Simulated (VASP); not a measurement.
Band structure of GePd (space group Pnma). All values below come from PBEsol GGA, VASP's PBE PAW potentials (set 64) (plane waves; VASP).

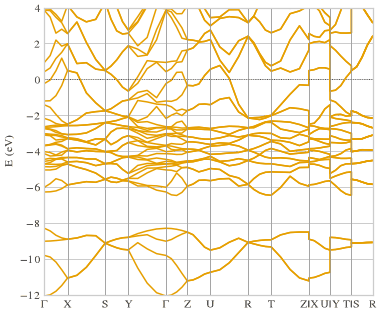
Figure. Bands along high-symmetry lines, zero at the valence-band maximum or, without a gap, the Fermi level

### Question
Read the plot: is there a gap, and where are the band edges?

### Answer
It has no gap at this level: it comes out as a metal or semimetal.

The structure comes from a computed database's GePd entry (Pnma); how it stands against other phases isn't given here. The cell was not relaxed at this level. The k-mesh is coarse (spacing up to 0.36 per Å, 2π included), so the numbers may not be converged in it.
